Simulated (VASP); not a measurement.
Band structure of Be$_{3}$ZnTe$_{4}$ (ordered alloy cell). Method: PBEsol GGA, VASP's PBE PAW potentials (set 64) (plane waves; VASP).

Unless said otherwise, spin-orbit coupling is left out, though it shifts the bands of the heavy elements here.

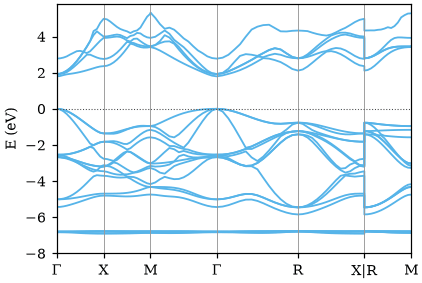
Figure. Bands along high-symmetry lines, zero at the valence-band maximum or, without a gap, the Fermi level

Problem. Read the plot: is there a gap, and where are the band edges?

Solution. The gap is direct, 1.79 eV, from the valence maximum at Γ to the conduction minimum at Γ. (Edges off the drawn lines would not show.)

The structure was generated: Be3ZnTe4 was put into an ordered model structure (P-43m), which need not be its known phase. It was relaxed first.
